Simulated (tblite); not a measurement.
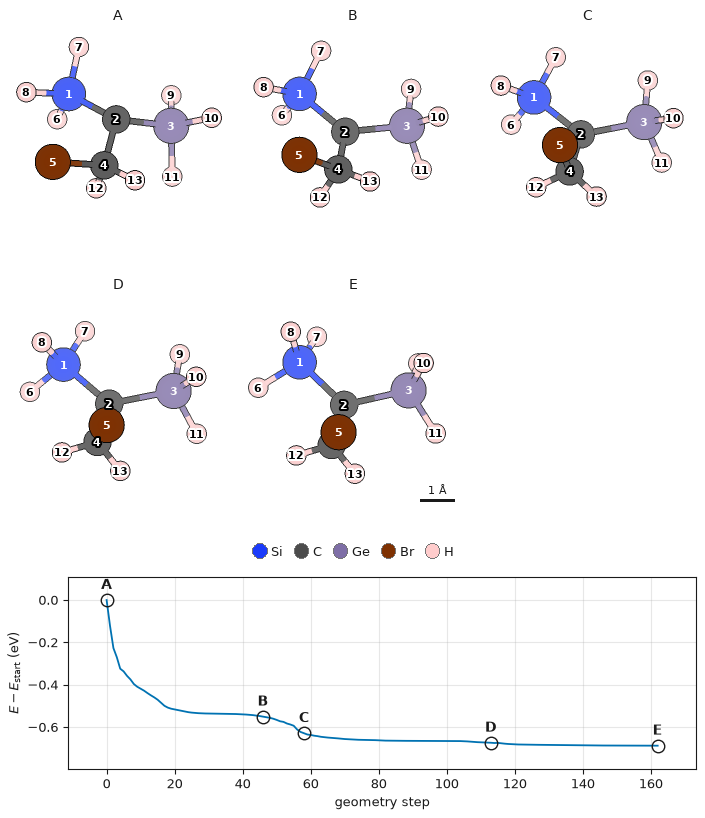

Frames of a relaxation of C$_{2}$H$_{8}$BrGeSi (multiplicity 2), marked on the history of the run. The picture is a ball-and-stick view, seen from a free direction.

The calculation used GFN2-xTB geometry optimisation, gas phase in tblite 0.8.0. 

> Describe the path.

The largest move after the best rigid fit is that of Br5, 1.53 Å. Largest moves by element: Br 1.53 Å, H 1.40 Å, C 0.85 Å, Ge 0.35 Å, Si 0.20 Å. Among the contacts that change: Si1–Br5 3.443 → 4.010 Å, C4–Br5 1.934 → 2.093 Å, C2–C4 1.515 → 1.433 Å, Ge3–H11 1.561 → 1.499 Å. Among the angles between lasting bonds that change: Br5–C4–H13 112.7° → 100.0°, Si1–C2–Ge3 111.7° → 121.5°, C2–C4–H12 106.8° → 116.3°. Over 162 geometry steps the energy falls by 0.687 eV. From step 0 to 46: C2 moves most (0.58 Å), energy −0.550 eV. From step 46 to 58: Br5 moves most (0.81 Å), energy −0.078 eV. From step 58 to 113: Br5 moves most (0.58 Å), energy −0.045 eV. From step 113 to 162: H atoms move most (0.52 Å), energy −0.014 eV.
